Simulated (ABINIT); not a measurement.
# Quasiparticle gap of MoS2 (P6_3/mmc) in ABINIT, part 2 of 3

Aim: the G0W0 gap of MoS2 (P6_3/mmc) on PBE with spin-orbit coupling, step by step.

ABINIT 10.8.3; PBE and many-body steps on it, plane waves. Known limits of the many-body steps: not at the basis limit; screening head approximate; coarse k mesh.

So far. Step 2 (Ground state): The gap is indirect, with the least direct gap 0.74 eV higher.

The database entry behind the starting cell differs from later determinations by our own check (about 0.3 % long), so it need not match the best structure at ambient conditions.

### Step 3. Bands along the symmetry lines

Level of this step: DFT, PBE with spin-orbit coupling, plane waves, norm-conserving pseudopotentials (ABINIT).

Levels along a band path, at the cheap level, show where the edges lie and whether the meshes to come will hold them.

Contents of run.abi:

```
acell 3*1.0 Angstrom
rprim 
  3.169000000004 -0.000000000001 0.000000000000
  -1.584500000001 2.744434504597 0.000000000000
  0.000000000000 0.000000000000 12.324000000000
ntypat 2
znucl 42 16
natom 6
typat 1 1 2 2 2 2
xred 
  0.333333333333 0.666666666667 0.250000000000
  0.666666666667 0.333333333333 0.750000000000
  0.333333333333 0.666666666667 0.623000000000
  0.666666666667 0.333333333333 0.123000000000
  0.333333333333 0.666666666667 0.877000000000
  0.666666666667 0.333333333333 0.377000000000
pp_dirpath "pseudos"
pseudos "Mo.upf, S.upf"
ecut 36
nspinor 2
iscf -2
irdden 1
kptopt 0
nkpt 39
kpt 
  0.00000000 0.00000000 0.00000000
  0.12500000 0.00000000 0.00000000
  0.25000000 0.00000000 0.00000000
  0.37500000 0.00000000 0.00000000
  0.50000000 0.00000000 0.00000000
  0.45833333 0.08333333 0.00000000
  0.41666666 0.16666666 0.00000000
  0.37500000 0.25000000 0.00000000
  0.33333333 0.33333333 0.00000000
  0.25000000 0.25000000 0.00000000
  0.16666666 0.16666666 0.00000000
  0.08333333 0.08333333 0.00000000
  0.00000000 0.00000000 0.00000000
  0.00000000 0.00000000 0.12500000
  0.00000000 0.00000000 0.25000000
  0.00000000 0.00000000 0.37500000
  0.00000000 0.00000000 0.50000000
  0.12500000 0.00000000 0.50000000
  0.25000000 0.00000000 0.50000000
  0.37500000 0.00000000 0.50000000
  0.50000000 0.00000000 0.50000000
  0.45833333 0.08333333 0.50000000
  0.41666666 0.16666666 0.50000000
  0.37500000 0.25000000 0.50000000
  0.33333333 0.33333333 0.50000000
  0.25000000 0.25000000 0.50000000
  0.16666666 0.16666666 0.50000000
  0.08333333 0.08333333 0.50000000
  0.00000000 0.00000000 0.50000000
  0.50000000 0.00000000 0.50000000
  0.50000000 0.00000000 0.37500000
  0.50000000 0.00000000 0.25000000
  0.50000000 0.00000000 0.12500000
  0.50000000 0.00000000 0.00000000
  0.33333333 0.33333333 0.50000000
  0.33333333 0.33333333 0.37500000
  0.33333333 0.33333333 0.25000000
  0.33333333 0.33333333 0.12500000
  0.33333333 0.33333333 0.00000000
istwfk *1
nband 68
nbdbuf 6
tolwfr 1e-08
nstep 40
prtwf 0
prtvol 0
indata_prefix "in"
outdata_prefix "out"
tmpdata_prefix "tmp"
```

Run with:

```bash
$ OMP_NUM_THREADS=1 mpirun -n 8 abinit run.abi > log
```

Numbers of over 12 decimals in the logs are rounded to 6 here.

The program printed:

```text
.Version 10.8.3 of ABINIT. v10.8.2 released Aug 2026.

 Symmetries : space group P6_3/m m c (#194); Bravais hP (primitive hexag.)
[... echo of the input left out ...]
== DATASET  1 ==================================================================
-   mpi_nproc: 8, omp_nthreads: 1 (-1 if OMP is not activated)

--- !DatasetInfo
iteration_state: {dtset: 1, }
dimensions: {natom: 6, nkpt: 39, mband: 68, nsppol: 1, nspinor: 2, nspden: 1, mpw: 7496, }
cutoff_energies: {ecut:  36.0, pawecutdg:  -1.0, }
electrons: {nelect:   5.20000000E+01, charge:   0.00000000E+00, occopt:   1.00000000E+00, tsmear:   1.00000000E-02, }

 Real(R)+Recip(G) space primitive vectors, cartesian coordinates (Bohr,Bohr^-1):
 R(1)=  5.9885421  0.0000000  0.0000000  G(1)=  0.1669856  0.0964092  0.0000000
 R(2)= -2.9942710  5.1862296  0.0000000  G(2)=  0.0000000  0.1928183  0.0000000
 R(3)=  0.0000000  0.0000000 23.2889848  G(3)=  0.0000000  0.0000000  0.0429388
 Unit cell volume ucvol=  7.2330822E+02 bohr^3
 Angles (23,13,12)=  9.00000000E+01  9.00000000E+01  1.20000000E+02 degrees

 getcut: wavevector=  0.0000  0.0000  0.0000  ngfft=  36  36 128
         ecut(hartree)=     36.000   => boxcut(ratio)=   2.03490

--- Pseudopotential description ------------------------------------------------
- Mo Generated using ONCVPSP code by D. R. Hamann
- 42.00000  14.00000  171115                  znucl, zion, pspdat
12 -101130 2 -1 1640                          pspcod,pspxc,lmax,lloc,mmax
     nproj     2     3     3     0
     spin-orbit psp
        nprojso     4     3     0
  pspatm : epsatm=   15.96843678
         --- l  ekb(1:nproj) -->
             0    1.348928   13.831236
             1    8.003512    1.134258    0.001091
             2    2.783951    0.972883    0.000593
  spin-orbit 1    0.257035   -0.239939    0.020648   -0.000319
  spin-orbit 2    0.129060    0.015016   -0.010908
 pspatm: atomic psp has been read  and splines computed

- S Generated using ONCVPSP code by D. R. Hamann
- 16.00000   6.00000  180416                  znucl, zion, pspdat
12 -101130 2 -1 1146                          pspcod,pspxc,lmax,lloc,mmax
     nproj     2     3     2     0
     spin-orbit psp
        nprojso     3     3     0
  pspatm : epsatm=    9.02154350
         --- l  ekb(1:nproj) -->
             0    0.574336    6.763597
             1    3.228904    0.888476    0.000329
             2   -3.547470   -0.986489
  spin-orbit 1    0.096764   -0.027776    0.009511
  spin-orbit 2    0.001615    0.000361   -0.000189
 pspatm: atomic psp has been read  and splines computed

--------------------------------------------------------------------------------

================================================================================
 prteigrs : about to open file out_EIG
 Non-SCF case, kpt    1 (  0.00000  0.00000  0.00000), residuals and eigenvalues=
[...]
4.2939E-01  4.2939E-01
[...]
Non-SCF case, kpt   38 (  0.33333  0.33333  0.12500), residuals and eigenvalues=
[...]
4.6658E-01  4.6659E-01
 Non-SCF case, kpt   39 (  0.33333  0.33333  0.00000), residuals and eigenvalues=
[...]
3.4867E-01  3.4867E-01  3.7796E-01  3.7796E-01  4.1116E-01  4.1116E-01
  4.1619E-01  4.1619E-01  4.1712E-01  4.1712E-01  4.6382E-01  4.6382E-01
  4.6688E-01  4.6689E-01

--- !ResultsGS
iteration_state: {dtset: 1, }
comment   : Summary of ground state results
lattice_vectors:
- [  5.9885421,  -0.0000000,   0.0000000, ]
- [ -2.9942710,   5.1862296,   0.0000000, ]
- [  0.0000000,   0.0000000,  23.2889848, ]
lattice_lengths: [   5.98854,    5.98854,   23.28898, ]
lattice_angles: [ 90.000,  90.000, 120.000, ] # degrees, (23, 13, 12)
lattice_volume:   7.2330822E+02
convergence: {deltae:  0.000E+00, res2:  0.000E+00, residm:  9.998E-09, diffor:  0.000E+00, }
etotal    :  -1.84884908E+02
entropy   :   0.00000000E+00
fermie    :   3.10209693E-01
cartesian_stress_tensor: null
pressure_GPa: null
xred      :
- [  3.3333E-01,   6.6667E-01,   2.5000E-01, Mo]
- [  6.6667E-01,   3.3333E-01,   7.5000E-01, Mo]
- [  3.3333E-01,   6.6667E-01,   6.2300E-01,  S]
- [  6.6667E-01,   3.3333E-01,   1.2300E-01,  S]
- [  3.3333E-01,   6.6667E-01,   8.7700E-01,  S]
- [  6.6667E-01,   3.3333E-01,   3.7700E-01,  S]
cartesian_forces: null
force_length_stats: {min: null, max: null, mean: null, }

 Integrated electronic density in atomic spheres:
 ------------------------------------------------
 Atom  Sphere_radius  Integrated_density
[...]
================================================================================

 ----iterations are completed or convergence reached----

 Mean square residual over all n,k,spin=   55.407E-10; max=  99.978E-10
 reduced coordinates (array xred) for    6 atoms
[...]
0.333333333333      0.666666666667      0.877000000000
       0.666666666667      0.333333333333      0.377000000000

 cartesian coordinates (angstrom) at end:
[...]
length scales=  1.889726125908  1.889726125908  1.889726125908 bohr
              =  1.000000000000  1.000000000000  1.000000000000 angstroms
 prteigrs : about to open file out_EIG
 Eigenvalues (hartree) for nkpt=  39  k points:
 kpt#   1, nband= 68, wtk=  1.00000, kpt=  0.0000  0.0000  0.0000 (reduced coord)
[...]
kpt#   2, nband= 68, wtk=  1.00000, kpt=  0.1250  0.0000  0.0000 (reduced coord)
[...]
kpt#   3, nband= 68, wtk=  1.00000, kpt=  0.2500  0.0000  0.0000 (reduced coord)
[...]
kpt#  38, nband= 68, wtk=  1.00000, kpt=  0.3333  0.3333  0.1250 (reduced coord)
[...]
0.46353    0.46354    0.46658    0.46659
 kpt#  39, nband= 68, wtk=  1.00000, kpt=  0.3333  0.3333  0.0000 (reduced coord)
[...]
0.28098    0.28098    0.28901    0.28901    0.34861    0.34861    0.34867    0.34867
   0.37796    0.37796    0.41116    0.41116    0.41619    0.41619    0.41712    0.41712
   0.46382    0.46382    0.46688    0.46689

== END DATASET(S) ==============================================================
================================================================================

 -outvars: echo values of variables after computation  --------
            nband          68
             nkpt          39
          spgroup         194
 [... the other variables as echoed above ...]

 Calculation completed.
```

The job ended after 2.4 min (8 MPI ranks of AMD EPYC 9R45, shared host; peak memory 1.4 GiB; 19 min of CPU time).

Numbers from this step:

```yaml
gap: 0.8830 eV
k_of_the_valence_top: 0, 0, 0
k_of_the_conduction_bottom: 0.1667, 0.1667, 0
least_direct_gap: 1.622 eV
```

The gap is 0.883 eV, as in the run before at this level.

Electronic bands along the path, in eV, zero at the top of the highest filled band:

| point | band 49 | band 50 | band 51 | band 52 | band 53 | band 54 | band 55 | band 56 |
| --- | --- | --- | --- | --- | --- | --- | --- | --- |
| Γ | -1.14 | -1.14 | 0.00 | 0.00 | 2.05 | 2.05 | 2.08 | 2.08 |
| M | -1.39 | -1.39 | -1.27 | -1.27 | 1.59 | 1.59 | 1.64 | 1.64 |
| K | -0.80 | -0.80 | -0.58 | -0.58 | 1.04 | 1.04 | 1.05 | 1.05 |
| Γ | -1.14 | -1.14 | 0.00 | 0.00 | 2.05 | 2.05 | 2.08 | 2.08 |
| A | -0.27 | -0.27 | -0.27 | -0.27 | 2.06 | 2.06 | 2.06 | 2.06 |
| L | -1.33 | -1.33 | -1.33 | -1.33 | 1.61 | 1.61 | 1.61 | 1.61 |
| H | -0.77 | -0.77 | -0.62 | -0.62 | 1.05 | 1.05 | 1.05 | 1.05 |
| A | -0.27 | -0.27 | -0.27 | -0.27 | 2.06 | 2.06 | 2.06 | 2.06 |
| jump to L | -1.33 | -1.33 | -1.33 | -1.33 | 1.61 | 1.61 | 1.61 | 1.61 |
| M | -1.39 | -1.39 | -1.27 | -1.27 | 1.59 | 1.59 | 1.64 | 1.64 |
| jump to H | -0.77 | -0.77 | -0.62 | -0.62 | 1.05 | 1.05 | 1.05 | 1.05 |
| K | -0.80 | -0.80 | -0.58 | -0.58 | 1.04 | 1.04 | 1.05 | 1.05 |

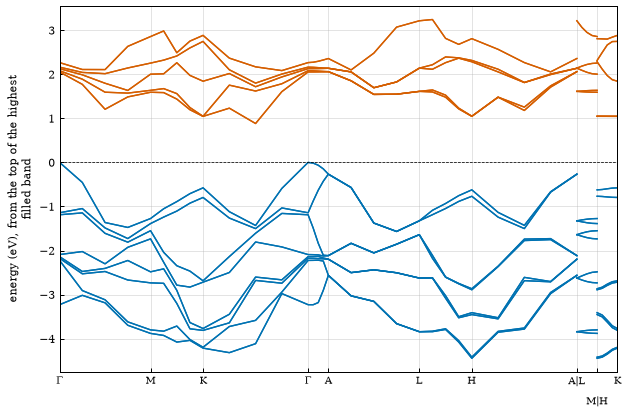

Electronic bands along the path; lines of filled and empty bands in two colours.

### Step 4. Empty states on the mesh, 3×3×1 mesh, 268 bands

The sums over transitions need many empty states on a uniform mesh; this step solves for them.

Contents of run.abi:

```
acell 3*1.0 Angstrom
rprim 
  3.169000000004 -0.000000000001 0.000000000000
  -1.584500000001 2.744434504597 0.000000000000
  0.000000000000 0.000000000000 12.324000000000
ntypat 2
znucl 42 16
natom 6
typat 1 1 2 2 2 2
xred 
  0.333333333333 0.666666666667 0.250000000000
  0.666666666667 0.333333333333 0.750000000000
  0.333333333333 0.666666666667 0.623000000000
  0.666666666667 0.333333333333 0.123000000000
  0.333333333333 0.666666666667 0.877000000000
  0.666666666667 0.333333333333 0.377000000000
pp_dirpath "pseudos"
pseudos "Mo.upf, S.upf"
ecut 36
nspinor 2
ngkpt 3 3 1
nshiftk 1
shiftk 0 0 0
kptopt 1
chksymbreak 0
iscf -2
irdden 1
istwfk *1
nband 268
nbdbuf 24
tolwfr 1e-09
nstep 60
prtvol 0
indata_prefix "in"
outdata_prefix "out"
tmpdata_prefix "tmp"
```

The program printed:

```text
.Version 10.8.3 of ABINIT. v10.8.2 released Aug 2026.

 Symmetries : space group P6_3/m m c (#194); Bravais hP (primitive hexag.)
[... echo of the input left out ...]
== DATASET  1 ==================================================================
-   mpi_nproc: 8, omp_nthreads: 1 (-1 if OMP is not activated)
-    --> not optimal distribution: autoparal keyword recommended in input file <--

--- !DatasetInfo
iteration_state: {dtset: 1, }
dimensions: {natom: 6, nkpt: 3, mband: 268, nsppol: 1, nspinor: 2, nspden: 1, mpw: 7476, }
cutoff_energies: {ecut:  36.0, pawecutdg:  -1.0, }
electrons: {nelect:   5.20000000E+01, charge:   0.00000000E+00, occopt:   1.00000000E+00, tsmear:   1.00000000E-02, }

 Real(R)+Recip(G) space primitive vectors, cartesian coordinates (Bohr,Bohr^-1):
 R(1)=  5.9885421  0.0000000  0.0000000  G(1)=  0.1669856  0.0964092  0.0000000
 R(2)= -2.9942710  5.1862296  0.0000000  G(2)=  0.0000000  0.1928183  0.0000000
 R(3)=  0.0000000  0.0000000 23.2889848  G(3)=  0.0000000  0.0000000  0.0429388
 Unit cell volume ucvol=  7.2330822E+02 bohr^3
 Angles (23,13,12)=  9.00000000E+01  9.00000000E+01  1.20000000E+02 degrees

 getcut: wavevector=  0.0000  0.0000  0.0000  ngfft=  36  36 128
         ecut(hartree)=     36.000   => boxcut(ratio)=   2.03490

--- Pseudopotential description ------------------------------------------------
- Mo Generated using ONCVPSP code by D. R. Hamann
- 42.00000  14.00000  171115                  znucl, zion, pspdat
12 -101130 2 -1 1640                          pspcod,pspxc,lmax,lloc,mmax
     nproj     2     3     3     0
     spin-orbit psp
        nprojso     4     3     0
  pspatm : epsatm=   15.96843678
         --- l  ekb(1:nproj) -->
             0    1.348928   13.831236
             1    8.003512    1.134258    0.001091
             2    2.783951    0.972883    0.000593
  spin-orbit 1    0.257035   -0.239939    0.020648   -0.000319
  spin-orbit 2    0.129060    0.015016   -0.010908
 pspatm: atomic psp has been read  and splines computed

- S Generated using ONCVPSP code by D. R. Hamann
- 16.00000   6.00000  180416                  znucl, zion, pspdat
12 -101130 2 -1 1146                          pspcod,pspxc,lmax,lloc,mmax
     nproj     2     3     2     0
     spin-orbit psp
        nprojso     3     3     0
  pspatm : epsatm=    9.02154350
         --- l  ekb(1:nproj) -->
             0    0.574336    6.763597
             1    3.228904    0.888476    0.000329
             2   -3.547470   -0.986489
  spin-orbit 1    0.096764   -0.027776    0.009511
  spin-orbit 2    0.001615    0.000361   -0.000189
 pspatm: atomic psp has been read  and splines computed

--------------------------------------------------------------------------------

================================================================================
 prteigrs : about to open file out_EIG
 Non-SCF case, kpt    1 (  0.00000  0.00000  0.00000), residuals and eigenvalues=
  1.34E-10  3.24E-10  2.01E-10  2.55E-10  1.12E-10  4.34E-10  3.91E-10  7.61E-10
  2.30E-10  8.94E-10  2.22E-10  3.30E-10  2.60E-10  9.74E-10  2.17E-10  4.29E-10
  1.92E-10  5.07E-10  2.10E-10  6.15E-10  7.30E-10  7.92E-10  6.98E-10  8.98E-10
[...]
-1.9498E+00 -1.9498E+00 -1.9498E+00 -1.9498E+00 -1.0578E+00 -1.0578E+00
 -1.0578E+00 -1.0578E+00 -9.6872E-01 -9.6872E-01 -9.6872E-01 -9.6872E-01
 -9.6276E-01 -9.6276E-01 -9.6276E-01 -9.6276E-01 -2.3947E-01 -2.3947E-01
[...]
1.9877E+00  1.9877E+00  1.9895E+00  1.9895E+00  2.0074E+00  2.0074E+00
  2.0090E+00  2.0090E+00  2.0272E+00  2.0272E+00  2.0381E+00  2.0381E+00
[...]
prteigrs : prtvol=0 or 1, do not print more k-points.

--- !ResultsGS
iteration_state: {dtset: 1, }
comment   : Summary of ground state results
lattice_vectors:
- [  5.9885421,  -0.0000000,   0.0000000, ]
- [ -2.9942710,   5.1862296,   0.0000000, ]
- [  0.0000000,   0.0000000,  23.2889848, ]
lattice_lengths: [   5.98854,    5.98854,   23.28898, ]
lattice_angles: [ 90.000,  90.000, 120.000, ] # degrees, (23, 13, 12)
lattice_volume:   7.2330822E+02
convergence: {deltae:  0.000E+00, res2:  0.000E+00, residm:  9.990E-10, diffor:  0.000E+00, }
etotal    :  -1.84884908E+02
entropy   :   0.00000000E+00
fermie    :   3.10209693E-01
cartesian_stress_tensor: null
pressure_GPa: null
xred      :
- [  3.3333E-01,   6.6667E-01,   2.5000E-01, Mo]
- [  6.6667E-01,   3.3333E-01,   7.5000E-01, Mo]
- [  3.3333E-01,   6.6667E-01,   6.2300E-01,  S]
- [  6.6667E-01,   3.3333E-01,   1.2300E-01,  S]
- [  3.3333E-01,   6.6667E-01,   8.7700E-01,  S]
- [  6.6667E-01,   3.3333E-01,   3.7700E-01,  S]
cartesian_forces: null
force_length_stats: {min: null, max: null, mean: null, }

 Integrated electronic density in atomic spheres:
 ------------------------------------------------
 Atom  Sphere_radius  Integrated_density
[...]
================================================================================

 ----iterations are completed or convergence reached----

 Mean square residual over all n,k,spin=   47.297E-11; max=  99.900E-11
 reduced coordinates (array xred) for    6 atoms
[...]
0.333333333333      0.666666666667      0.877000000000
       0.666666666667      0.333333333333      0.377000000000

 cartesian coordinates (angstrom) at end:
[...]
6      1.584500     0.914812     4.646148
 length scales=  1.889726125908  1.889726125908  1.889726125908 bohr
              =  1.000000000000  1.000000000000  1.000000000000 angstroms
 prteigrs : about to open file out_EIG
 Eigenvalues (hartree) for nkpt=   3  k points:
 kpt#   1, nband=268, wtk=  0.11111, kpt=  0.0000  0.0000  0.0000 (reduced coord)
[...]
1.98296    1.98296    1.98635    1.98635    1.98765    1.98765    1.98946    1.98946
   2.00736    2.00736    2.00898    2.00898    2.02718    2.02718    2.03805    2.03806
   2.07766    2.07864    2.08329    2.08425
 prteigrs : prtvol=0 or 1, do not print more k-points.

== END DATASET(S) ==============================================================
================================================================================

 -outvars: echo values of variables after computation  --------
            nband         268
             nkpt           3
          spgroup         194
 [... the other variables as echoed above ...]

 Calculation completed.
```

Run time: 3.4 min. Hardware: 8 MPI ranks; peak memory 0.84 GiB.

This step gave:

| Item | Value |
| --- | --- |
| gap | 1.045 eV |
| k of the valence top | 0, 0, 0 |
| k of the conduction bottom | 0.3333, 0.3333, 0 |
| least direct gap | 1.622 eV |
| k points computed | 3 |
| lowest point of the top converged band, above the valence top | 42.26 eV |

On this mesh the gap is 1.045 eV. The earlier step found 0.883 eV, so this mesh misses an edge.

### Step 5. Screening, 3×3×1 mesh, 244 bands, screening to 119.7 eV

The RPA dielectric matrix is built and inverted for each q.

This step: RPA screening on PBE with spin-orbit coupling, plane waves, norm-conserving pseudopotentials.

run.abi: that of step 4 with these lines changed.

```diff
@@ -25,10 +25,11 @@
 chksymbreak 0
-iscf -2
-irdden 1
 istwfk *1
-nband 268
-nbdbuf 24
-tolwfr 1e-09
-nstep 60
-prtvol 0
+occopt 1
+irdwfk 1
+optdriver 3
+nband 244
+ecuteps 4.4
+inclvkb 0
+awtr 1
+symchi 1
 indata_prefix "in"
```

The program printed:

```text
.Version 10.8.3 of ABINIT. v10.8.2 released Aug 2026.

 Symmetries : space group P6_3/m m c (#194); Bravais hP (primitive hexag.)
[... echo of the input left out ...]
== DATASET  1 ==================================================================
-   mpi_nproc: 8, omp_nthreads: 1 (-1 if OMP is not activated)

--- !DatasetInfo
iteration_state: {dtset: 1, }
dimensions: {natom: 6, nkpt: 3, mband: 244, nsppol: 1, nspinor: 2, nspden: 1, mpw: 7476, }
cutoff_energies: {ecut:  36.0, pawecutdg:  -1.0, }
electrons: {nelect:   5.20000000E+01, charge:   0.00000000E+00, occopt:   1.00000000E+00, tsmear:   1.00000000E-02, }

 SCREENING: Calculation of the susceptibility and dielectric matrices

 Based on a program developped by R.W. Godby, V. Olevano, G. Onida, and L. Reining.
 Incorporated in ABINIT by V. Olevano, G.-M. Rignanese, and M. Torrent.
.Using double precision arithmetic ; gwpc =  8

[... cell and pseudopotentials left out ...]
--------------------------------------------------------------------------------

 ==== K-mesh for the wavefunctions ====
 Number of points in the irreducible wedge :     3
[... list of points left out ...]
 Together with 24 symmetry operations and time-reversal symmetry
 yields     9 points in the full Brillouin Zone.

 ==== Q-mesh for the screening function ====
 Number of points in the irreducible wedge :     3
[... list of points left out ...]
 Together with 24 symmetry operations and time-reversal symmetry
 yields     9 points in the full Brillouin Zone.

 setmesh: FFT mesh size selected  =    20x   20x   90
          total number of points  =        36000

 vcoul_init : cutoff-mode = AUXILIARY_FUNCTION
 q-points for optical limit:   1
     1)      0.000010    0.000020    0.000030

- screening: taking advantage of time-reversal symmetry
- Maximum band index for partially occupied states nbvw = 52
- Remaining bands to be divided among processors   nbcw = 192
- Number of bands treated by each node ~24

 Number of electrons calculated from density =   52.0000; Expected =   52.0000
 average of density, n =  0.071892
 r_s =    1.4919
 omega_plasma =   25.8640 [eV]

 calculating chi0 at frequencies [eV] :
  1    0.000000E+00    0.000000E+00
  2    0.000000E+00    2.586399E+01

--------------------------------------------------------------------------------
  q-point number  1        q = ( 0.000000, 0.000000, 0.000000) [r.l.u.]
--------------------------------------------------------------------------------
[... chi0 elements left out ...]
 For q-point:  0.000010 0.000020 0.000030
  dielectric constant =  19.2520
  dielectric constant without local fields =  21.8557

  Average fulfillment of the sum rule on Im[epsilon] for q-point    1 :     72.30  [%]
[... wings left out ...]
  q-point number  2        q = ( 0.333333, 0.000000, 0.000000) [r.l.u.]
--------------------------------------------------------------------------------
[... chi0 elements left out ...]
  Average fulfillment of the sum rule on Im[epsilon] for q-point    2 :     68.25  [%]

 [... 1 further q-points ...]
```

It took 19 s on 8 MPI ranks; peak memory 3.1 GiB.

Numbers from this step:

```
ε∞ with local fields, on this mesh, along the program's q direction : 19.25
the same without local fields                                       : 21.86
plasma frequency                                                    : 25.86 eV
plane waves in the screening matrix                                 : 315
```

Local fields lower ε∞ by 12 %. On a Γ-centred mesh this coarse the value itself is usually too large, while a short band sum pulls it down.

(Continued in part 3 of 3.)

[Paths, hosts, dates, memory and timing lines, banners, echoed tables and standing remarks are left out of the program output.]

[Logs are printed without paths, hosts, clocks, repeated set-up lines and the standing remarks that a program may print on its own settings, such as how far it seeks lower states.]

[Runs of the session that timed out or met a known fault of the program may be left out.]

[Hosts, paths, dates, database ids (printed as entryN), source tags and the programs' standing remarks are cut or masked in the printed files.]

[G0W0 gaps are taken among the corrected bands and points alone; a level outside them can change the order at an edge.]

[Where Ansatz stands beside ABINIT at settings called matched, ABINIT's density can come from a denser mesh and the files from another edition; pairs whose starting gaps differed by over 0.03 eV were left out, so agreement reads better than it is.]
